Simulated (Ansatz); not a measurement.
# Gate voltage at the highest density: W2CS2 MXene monolayer

A layer charged from two gates alike needs a voltage that grows with the carrier density; the slope is e over the total capacitance.

Set-up. Ansatz 0.2.0, plane waves with PAW datasets (its set soft_2), PBE-D3(BJ); isolated slab, charged sheets 4.5 Å from the outer atoms behind model barriers, atoms held, Fermi-Dirac smearing of 0.02585 eV. The voltage is that of the gates (their mean) against the layer's Fermi level, from the uncharged case, which has no gap over 0.05 eV.

```tsv
run	added electrons (10¹³ per cm²)	gate voltage (V)
run 1	1.00	0.32
run 2	3.00	0.97
run 3	10.00	?
```

**Question.** What value belongs in the row marked “?”, and how far can the other rows tell?

Two rows fix a line: slope = (0.97 − 0.32) / (3.00 − 1.00) = 0.3250, intercept −0.0050. The capacitance is 1.602/0.3250 = 4.93 µF/cm², against 3.94 µF/cm² for plates 4.5 Å apart in vacuum on both sides; it is the larger, as where the added charge has its centre outside the outer atoms (not examined here). At 10.00 it gives 0.3250 × 10.00 + (−0.0050) = 3.24 V, beyond the rows fitted. Rounding of the rows alone allows about ±0.040 V there; two rows can't show whether the line holds.

The run itself gives 3.21 V: a miss of −0.03 V, or 0.9 % of the value. The capacitance rises a little towards the highest density.

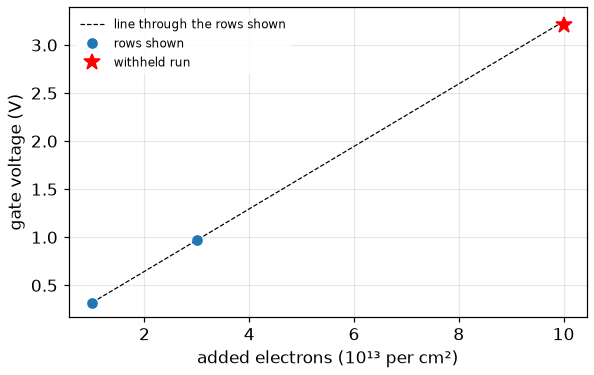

The fit and the withheld run.

Caveats: The gates are model sheets, not atoms, and low densities sample few k-points. Spin-orbit coupling is left out, which changes the bands of elements this heavy.

[Logs are printed without paths, hosts, clocks, repeated set-up lines and the standing remarks that a program may print on its own settings, such as how far it seeks lower states.]
